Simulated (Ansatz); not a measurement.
# Lattice dynamics of YSb (model cell, started as layered BN type), part 2 of 2

Aim: the vibrations of YSb (model cell, started as layered BN type), their spectra, and whether the structure is stable.

Ansatz 0.2.0; DFT PBEsol, scalar-relativistic, plane waves, norm-conserving pseudopotentials.

So far: The starting structure; Relaxation, k-mesh 12×12×6.

The structure was built from a prototype and need not be the compound's stable phase.

### 3. Bringing the structure to rest, k-mesh 9×9×8

The relaxation is repeated from its end, on the mesh and smearing that suit the cell and gap now reached.

input.yaml

```yaml
crystal:
  lattice:
    - [5.2151049265, 0.0, 0.0]
    - [-2.6075524633, 4.5164133498, 0.0]
    - [0.0, 0.0, 6.0437725079]
  atoms:
    - { symbol: "Y", position: [0.3333333333, 0.6666666667, 0.25] }
    - { symbol: "Y", position: [0.6666666667, 0.3333333333, 0.75] }
    - { symbol: Sb, position: [0.6666666667, 0.3333333333, 0.25] }
    - { symbol: Sb, position: [0.3333333333, 0.6666666667, 0.75] }
kpoints:
  mp_grid: { grid: [9, 9, 8] }
hamiltonian:
  xc: pbesol
  pseudopotentials: { kind: nc }
scf:
  occupations: { method: gaussian, width: 0.1 }
output:
  forces: true
  stress: true
  eigenvalues: true
relax:
  adjacent_minimum: "off"
  f_tol: 0.005
  max_steps: 80
  cell: { stress_tol: 0.05 }
```

Command:

```
ansatz run input.yaml --threads 4 --pin off --max-ram 7168MiB --backend cpu --events-out ev --progress --plain --runs-dir out
```

Numbers of over 12 decimals in the logs are rounded to 6 here.

What it wrote:

```text
[...]
Crystal: 4 atoms, lattice volume = 142.352 Å³
Basis set: ecut = 1088.45545 eV, 11655 PW (Γ), exchange–correlation on 120×120×144 points (8 copies of the dense FFT grid, shifted against one another)
Bands: 32, of which v1, the nominal top of the filled ones, is band 26 counted from 1 (25 counted from 0)
Symmetry: 24 space group operations
[...]
k-points: 60 of 648
[...]
--- Relaxed structure (1 steps of the walk, 1 accepted, 1 SCFs on fresh bases) ---
[...]
cell:  # Å, volume = 142.3524 Å³
    - [5.215105, 2.886748321914042e-11, 0.0]
    - [-2.607552, 4.516413, 0.0]
    - [0.0, 0.0, 6.0437725079]
  atoms:
    - { symbol: Y, position: [0.333333, 0.666667, 0.25] }
    - { symbol: Y, position: [0.666667, 0.333333, 0.750000] }
    - { symbol: Sb, position: [0.666667, 0.333333, 0.25] }
    - { symbol: Sb, position: [0.333333, 0.666667, 0.750000] }
[key lines of the parts left out:]
SCF converged after 6 iterations
Free energy (F): -7162.643207 eV
Fermi energy:    7.953512 eV
P = ⅓ Tr σ = -0.0155 GPa (-0.155 kbar)
```

Elapsed: 37 s, on 4 threads of Arm Neoverse V1, shared host; peak memory 1.3 GiB.

Little changed from the start: no atom moved by 0.005 Å and no cell edge by 0.1 %.

Numbers from this step:

| Property | Result |
| --- | --- |
| pressure | -0.01550 GPa |

In this step the volume went from 35.59 to 35.59 Å³/atom.

### 4. Relaxing to small forces for the phonons

Phonons need a cell at rest on their own settings, so the relaxation is repeated with tight tolerances on forces and stress on the k mesh and occupations of the first response run.

Edit input.yaml of step 3 so:

```diff
@@ -16,3 +16,3 @@
 scf:
-  occupations: { method: gaussian, width: 0.1 }
+  occupations: { method: methfessel_paxton, width: 0.2 }
 output:
@@ -23,4 +23,4 @@
   adjacent_minimum: "off"
-  f_tol: 0.005
-  max_steps: 80
-  cell: { stress_tol: 0.05 }
+  f_tol: 0.001
+  max_steps: 60
+  cell: { stress_tol: 0.01 }
```

What it wrote:

```text
[...]
Crystal: 4 atoms, lattice volume = 142.352 Å³
Basis set: ecut = 1088.45545 eV, 11655 PW (Γ), exchange–correlation on 120×120×144 points (8 copies of the dense FFT grid, shifted against one another)
Bands: 32, of which v1, the nominal top of the filled ones, is band 26 counted from 1 (25 counted from 0)
Symmetry: 24 space group operations
[...]
k-points: 60 of 648
[...]
--- Relaxed structure (3 steps of the walk, 3 accepted, 1 SCFs on fresh bases) ---
[...]
cell:  # Å, volume = 142.3289 Å³
    - [5.215290, 2.8868509118827363e-11, 0]
    - [-2.607645, 4.516574, 0]
    - [0, 0, 6.042343]
  atoms:
    - { symbol: Y, position: [0.333333, 0.666667, 0.250000] }
    - { symbol: Y, position: [0.666667, 0.333333, 0.750000] }
    - { symbol: Sb, position: [0.666667, 0.333333, 0.250000] }
    - { symbol: Sb, position: [0.333333, 0.666667, 0.750000] }
[key lines of the parts left out:]
SCF converged after 8 iterations
Free energy (F): -7162.642412 eV
Fermi energy:    7.953520 eV
P = ⅓ Tr σ = -0.0002 GPa (-0.002 kbar)
```

Elapsed: 66 s, on 4 threads; peak memory 1.3 GiB; 4.3 min of CPU time.

Little changed from the start: no atom moved by 0.005 Å and no cell edge by 0.1 %.

Numbers from this step:

```
pressure        : -2.34e-4 GPa
volume per atom : 35.58 Å³
```

The forces vanish by symmetry and the pressure is 0.000 GPa, within the tolerances set. The cell now holds 35.58 Å³/atom.

### 5. Linear response at the zone centre

The zone centre is the only wavevector solved here; it holds the modes that light can see, as far as symmetry allows. No field response is asked, since the mesh shows no gap.

input.yaml, the sections that differ from step 4:

```yaml
crystal:
  lattice:
    - [5.2152902591, 0.0, 0.0]
    - [-2.6076451296, 4.5165738525, 0.0]
    - [0.0, 0.0, 6.0423434378]
  atoms:
    - { symbol: "Y", position: [0.3333333333, 0.6666666667, 0.25] }
    - { symbol: "Y", position: [0.6666666667, 0.3333333333, 0.75] }
    - { symbol: Sb, position: [0.6666666667, 0.3333333333, 0.25] }
    - { symbol: Sb, position: [0.3333333333, 0.6666666667, 0.75] }
output:
  eigenvalues: true
phonons:
  method: dfpt
# kpoints, hamiltonian, scf: as in step 4
# relax: removed
```

What it wrote:

```text
zone centre: on kpoints.mp_grid the ground state, and the responses unless they are solved on pairs of k-points, stand on 125 of the mesh's 648 k-points, reduced under 4 symmetry operations, with k and −k counted as one. Each operation leaves every solved displacement unchanged or reverses it
[...]
Crystal: 4 atoms, lattice volume = 142.329 Å³
Basis set: ecut = 1088.45545 eV, 11655 PW (Γ), exchange–correlation on 120×120×144 points (8 copies of the dense FFT grid, shifted against one another)
Bands: 32, of which v1, the nominal top of the filled ones, is band 26 counted from 1 (25 counted from 0)
Symmetry: 24 space group operations
k-points: 125 of 648 (irreducible under 4 space group operations, time reversal used)
[...]
SCF iter   1: F=—  HF=-7163.289916 eV  |F-HF|=—  |Δ(HF+E_count)|=         —  Δρ=3.26e-2  dr2=1.89e0  ethr=3.10e-3  ⟨swp⟩=6.2  Hψ=15857  notcnv=0
[...]
SCF iter  12: F=-7162.642412 eV  HF=-7162.642412 eV  |F-HF|=9.09e-13  |Δ(HF+E_count)|=  1.55e-11  S|Δr|=    0.00e0  Δρ=2.00e-8  dr2=7.50e-13  ethr=1.00e-12  ⟨swp⟩=14.8  Hψ=23867  notcnv=0
SCF 1 converged in 12 iterations: F = -7162.642412 eV  dr2 = 7.50e-13
DFPT response loops at Γ: preconditioner auto → Kerker (q_TF=auto, 2.307 Å⁻¹) (partly filled bands, converged f_vac=0.085); β = 1.00, the filter's whole step (`scf.mixing.beta` (0.50) is not read by the response loops under this deck's `scf.mixing.preconditioner`; to damp them name `kerker` or `kerker_dos`, under which they read `scf.mixing.beta`, and type it under 1.00, their step now; both keys bind the ground state too); Broyden in place of MSR1
the run's response loops start from zero, take more passes and end by a threshold: the memory limit or budget leaves too little room for the subspace of the ground state's own states beside the solves, or none could be made (phonons.method)
SCF converged after 12 iterations
[...]
Free energy (F): -7162.642412 eV
[...]
Internal energy: -7162.643430 eV  (E = F + TS)
E sigma→0 (E₀):  -7162.642667 eV
Entropy (-TS):   0.001018 eV (0.254 meV/atom)
Fermi energy:    7.953520 eV
[...]
--- Band table (eV; the first three rows and the last of 125) ---
  k-point 0: bands = [... 22 lower, 5.8996, 6.3431, 6.3431, 8.6969, 8.7680, 8.7680, 9.3716, 10.6093, ... 2 higher]
  k-point 1: bands = [... 22 lower, 5.8885, 6.2795, 6.2795, 7.9589, 8.9162, 8.9162, 9.5449, 10.6737, ... 2 higher]
  k-point 2: bands = [... 22 lower, 5.8671, 6.1378, 6.1378, 6.9070, 9.3020, 9.3020, 9.7526, 10.7959, ... 2 higher]
  k-point 124: bands = [... 22 lower, 6.0314, 6.0314, 6.4937, 6.4937, 9.3804, 9.3804, 10.2508, 10.2508, ... 2 higher]
--- Phonons (Γ-DFPT): 4 representative perturbations + reference, on 125 of 648 k-points (Σ response iterations 34) ---
  k mesh reduced under 4 symmetry operations, with k and −k counted as one. Each operation leaves every solved displacement unchanged or reverses it
  ASR residual: 1.307e-3 → 0.000e0 eV/Å²; symmetrization residual: 1.852e-4 eV/Å²
  ASR residual per site (eV/Å²): 4.70e-4 4.70e-4 1.31e-3 1.31e-3
  Γ frequencies (cm⁻¹): 0.00 0.00 0.00 68.44 68.44 77.16 159.35 163.94 163.94 167.71 167.71 182.61
  non-analytic LO–TO correction: not included (Born effective charges unavailable; polar crystals: no LO–TO splitting at Γ)
```

It took 11 min on 4 threads; peak memory 5.4 GiB.

Numbers from this step:

```
sum-rule residual before enforcement                    : 0.001307 eV/Å²
point group                                             : 6/mmm
highest optical mode at the zone centre (no LO-TO term) : 182.6 cm⁻¹
lowest optical zone-centre mode                         : 68.44 cm⁻¹
```

Patterns of degenerate modes are one choice out of their space. The modes at Γ (shares of kinetic energy by element, %):

```
mode  frequency (cm⁻¹)  symmetry  Y %  Sb %
   1               0.0  acoustic   42    58
   2               0.0  acoustic   42    58
   3               0.0  acoustic   42    58
   4              68.4       E2g   39    61
   5              68.4       E2g   39    61
   6              77.2       B1g   44    56
   7             159.3       A2u   58    42
   8             163.9       E2g   61    39
   9             163.9       E2g   61    39
  10             167.7       E1u   58    42
  11             167.7       E1u   58    42
  12             182.6       B1g   56    44
```

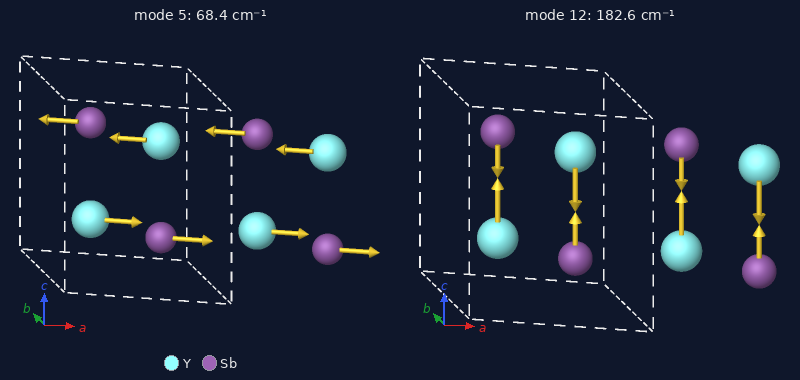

Displacement patterns of modes 5 and 12 at Γ; arrows are exaggerated. 2×1×1 cells are drawn.

Before it was imposed, the acoustic sum rule was missed by 0.0013 eV/Å². Small misses are needed for a sound result but don't prove that mesh and cutoff are converged. The lowest optical mode is real, 68.4 cm⁻¹.

### 6. Another isotope

An isotope changes the mass and not the force constants, so no new electronic calculation is needed; the shifts show which modes move this element.

The same force constants with the mass of Sb changed from 121.760 to 122.904 u (phonopy, no LO-TO term). Both lists are sorted by frequency; levels can cross, so a row need not hold one and the same mode. Modes under 3 cm⁻¹ are left out. Isotope shifts, by row:

```csv
q,rank,natural mass (cm⁻¹),changed mass (cm⁻¹)
0 0 0,4,68.44,68.25
0 0 0,5,68.44,68.25
0 0 0,6,77.16,76.96
0 0 0,7,159.3,159
0 0 0,8,163.9,163.7
0 0 0,9,163.9,163.7
0 0 0,10,167.7,167.4
0 0 0,11,167.7,167.4
0 0 0,12,182.6,182.2
```

A mode of this element alone would shift by -0.47 %. The highest zone-centre frequency without the field goes from 182.6 to 182.2 cm⁻¹ (-0.2 %). The product of the frequency ratios over all optical modes at Γ is 0.981; the product rule, (m/m′)^(3k/2) (M′/M)^(3/2) with k = 2 such atoms and M the mass of the cell, gives 0.980.

### 7. Outcome

```
space group after relaxation (within 0.01 Å)            : P6_3/mmc
volume per atom                                         : 35.6 Å³
electronic character                                    : no gap on this mesh
highest optical mode at the zone centre (no LO-TO term) : 183 cm⁻¹
lowest optical zone-centre mode                         : 68.4 cm⁻¹
imaginary modes at Γ (the only wavevector solved)       : none
```

**Reading.** The structure is stable against zone-centre distortions, since no mode there is imaginary; other wavevectors were not solved, so zone-boundary instabilities are untested. The optical modes at Γ span 68 to 183 cm⁻¹. No dispersion was computed. With no gap, or one that is small against the smearing, the frequencies hang on the k mesh and the smearing, most of all near Kohn anomalies. Spin-orbit coupling is left out, which can matter for the heavy elements here. The starting cell was built on a prototype and not taken from a measurement, so the phase need not exist. These are harmonic frequencies at zero temperature: anharmonic shifts, linewidths and thermal expansion are left out.

[Logs are printed without paths, hosts, clocks, repeated set-up lines and the standing remarks that a program may print on its own settings, such as how far it seeks lower states.]

[Hosts, paths, dates, database ids (printed as entryN), source tags and the programs' standing remarks are cut or masked in the printed files.]
